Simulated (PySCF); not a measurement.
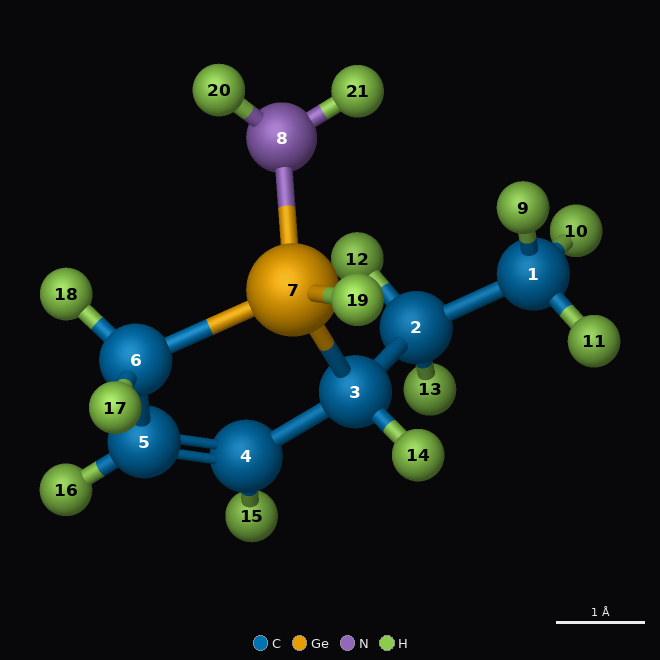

The geometry was computed by an optimisation with PBE0-D3(BJ)/def2-SVP. No frequency run is at hand to confirm it as a minimum.

Q: How are the neighbours of atom 8 arranged?

A: N8 has 3 neighbours (Ge7 at 1.85, H20 at 1.02, H21 at 1.02 Å); the arrangement is trigonal pyramidal.

Q: Describe the coordination of atom 4.

A: C4 has 3 neighbours (C3 at 1.51, C5 at 1.34, H15 at 1.10 Å); the arrangement is trigonal planar.

Q: How are the neighbours of atom 1 arranged?

A: C1 has 4 neighbours (C2 at 1.52, H9 at 1.10, H10 at 1.10, H11 at 1.10 Å); the arrangement is tetrahedral.

Q: Describe the coordination of atom 3.

A: C3 has 4 neighbours (C2 at 1.53, C4 at 1.51, Ge7 at 1.98, H14 at 1.11 Å); the arrangement is tetrahedral.

Q: What is the dihedral angle C2–C3–Ge7–C6?

A: 129° in size, that is anticlinal.
